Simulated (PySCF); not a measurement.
```xyz
8

Al    0.7308    1.2446    0.6773
Cl    2.7239    1.2061    1.2830
Cl   -0.3588    2.9901    1.0026
O     0.0317   -0.0667   -0.0350
C    -0.6090   -1.1335   -0.6268
H    -1.4165   -0.7928   -1.2979
H    -1.0600   -1.7936    0.1341
H     0.0962   -1.7397   -1.2211
```

Geometry: PBE0-D3(BJ)/def2-SVP.

These are results of PBE0/pcSseg-1 Al:pcSseg-2, SCF density, gas phase, non-relativistic in PySCF 2.14.0, not measurements.

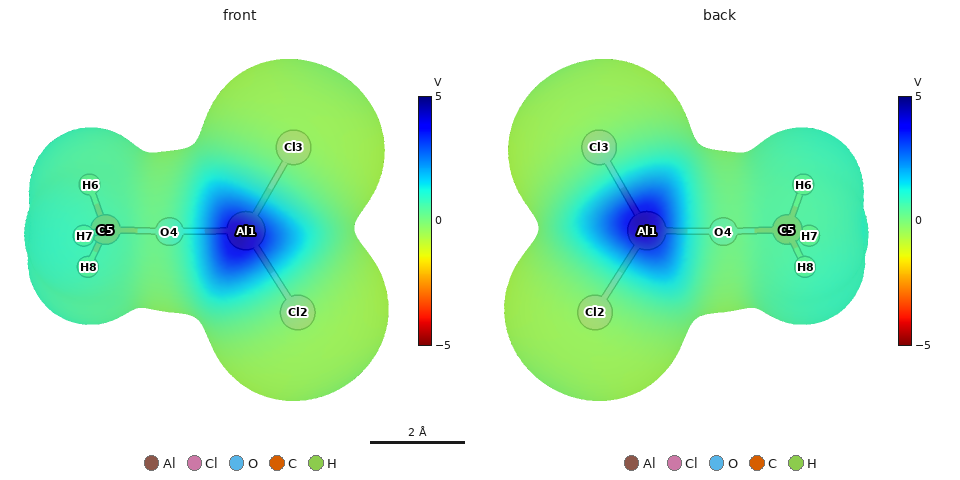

CH3AlCl2O (AlCl2(OMe)). The molecular electrostatic potential painted on the density surface at 0.002 e/bohr³, seen from the front and from behind; the colour scale runs from red (negative) to blue (positive).

Which sites attract a positive test charge, and which a negative one?

A positive charge is drawn to the negative regions and a negative charge to the positive ones. The most negative region (about −0.6 V) lies over Cl2 and Cl3, the most positive (about +3.9 V) over Al1.
